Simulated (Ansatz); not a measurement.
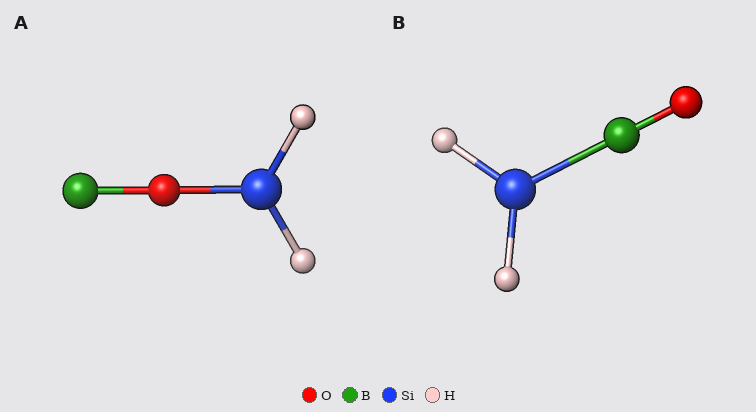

2 stationary structures of one formula. State: charge +1, singlet. Geometries: PBE0-D4/def2-TZVP. Electronic energies: B3LYP-D4/def2-TZVPP (Ansatz 0.2.0), without zero-point energy. No frequency run is at hand to confirm each as a minimum.

### Rank them by energy, lowest first.

B is lowest; A lies 0.619 eV above it (C2v).
